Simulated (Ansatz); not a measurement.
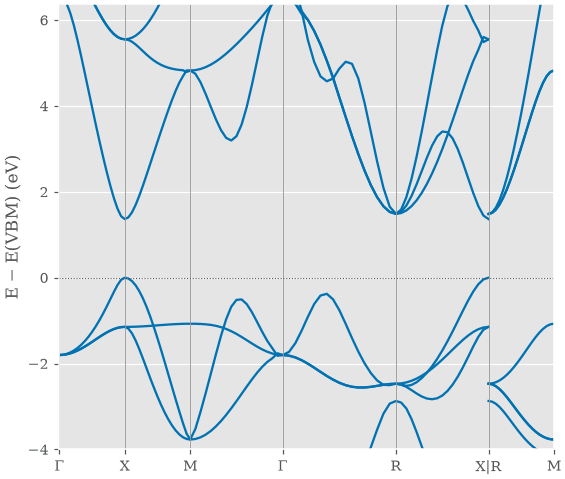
Band structure from the program Ansatz at the LDA level (PAW)

Read off the gap and where the band edges lie.

About 1.4 eV (1.36 eV by a search for the band edges); maximum at X, minimum at X.

The material is TlBr (CsCl type, Pm-3m).

Symmetry was held in the LDA relaxation. Spin–orbit coupling is left out wherever it is not named.

Potentials: the later of the program's two PAW sets.
